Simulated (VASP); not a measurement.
Band structure of HgSe (zinc blende). Level of theory: PBEsol GGA with spin-orbit coupling, VASP's PBE PAW potentials (set 64) (plane waves; VASP).

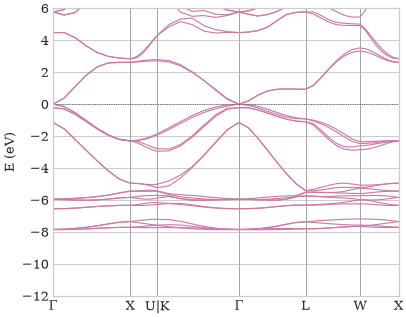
Figure: Bands along high-symmetry lines, zero at the valence-band maximum or, without a gap, the Fermi level

Task: Read the plot: is there a gap, and where are the band edges?

Result: It has no gap at this level: it comes out as a metal or semimetal.

The compound is HgSe in the zinc blende structure. It was relaxed first.
